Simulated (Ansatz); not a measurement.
HfO2 (tetragonal-ZrO2 type, space group P4_2/nmc)

```
HfO2
1.0
    3.60482     0.00000     0.00000
    0.00000     3.60482     0.00000
    0.00000     0.00000     5.26502
Hf O
2 4
Cartesian
  0.00000   0.00000   0.00000
  1.80241   1.80241   2.63251
  0.00000   1.80241   1.01740
  0.00000   1.80241   3.64991
  1.80241   0.00000   1.61511
  1.80241   0.00000   4.24762
```

In this cell atom 6 (O, nearest neighbour Hf at 2.070 Å; its periodic images, 3.6 Å or more away, move with it) is moved by s towards the nearest neighbour, unit vector (-0.871, 0.000, 0.492); all other atoms and the cell stay fixed.

All values below come from PBE (plane waves to 420 eV, PAW, scalar-relativistic; Ansatz, a quantum-chemistry and plane-wave program). k mesh 7×7×5 (Γ-centred), Fermi-Dirac smearing 0.05 eV. E stands for the smeared free energy. HfO2 is run without spin polarisation. HfO2 was relaxed with its symmetry unable to fall. Spin-orbit coupling is left out, though Hf is heavy. The PAW data are Ansatz's earlier set. This is a high-temperature form of HfO2. The zero of ΔE is the undisplaced structure.

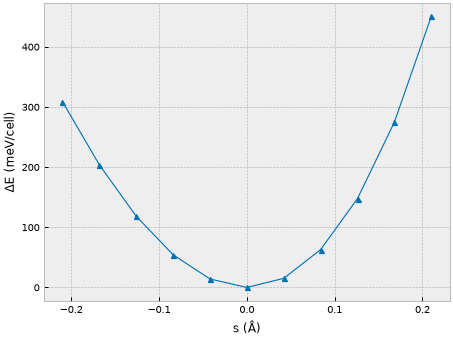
Fig. 1. ΔE (meV/cell) against s (Å); markers are the computed points, lines only join them.

Task: Is the energy the same for displacements of ±0.210 Å, and if not, which side lies higher?

Result: Not even: the positive side lies higher at ±0.210 Å.

Task: What is the energy change at s = 0.210 Å?

Result: About 450 meV/cell.

(For displaced atoms, the force is minus the slope of the energy, and its curvature is a force constant, which sets phonon frequencies.)
